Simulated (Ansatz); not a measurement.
The structure below was relaxed with PBEsol (Ansatz, an electronic-structure program; PAW; 420 eV plane waves; spin-orbit coupling left out).

```xyz
3
Lattice="0.0000 3.2125 3.2125 3.2125 0.0000 3.2125 3.2125 3.2125 0.0000" Properties=species:S:1:pos:R:3 pbc="T T T"
Mo     0.0000     0.0000     0.0000
Mg     1.6062     1.6062     1.6062
Mg     4.8187     4.8187     4.8187
```

Problem. Find the space group and the Wyckoff positions.

Solution. Space group Fm-3m (No. 225); a = b = c = 6.4250 Å, α = β = γ = 90.00°

```tsv
atom	site	symmetry	x	y	z
Mo	4a	m-3m	0.0000	0.0000	0.0000
Mg	8c	-43m	0.2500	0.2500	0.2500
```

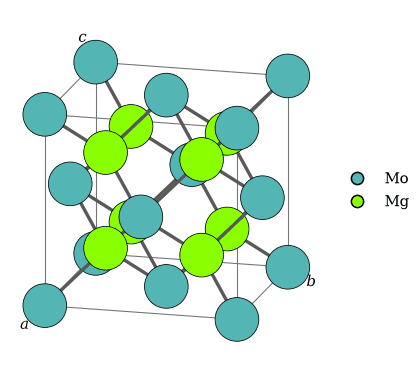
Figure: The conventional cell

No phonon test of stability was made. The final runs are not spin-polarised. The cell was made from Mg2Si by this change: Si → Mo; the result is a hypothetical phase, not in the database extracts checked. Mg2Mo has a high density of states at the Fermi level and may be magnetic at this level.
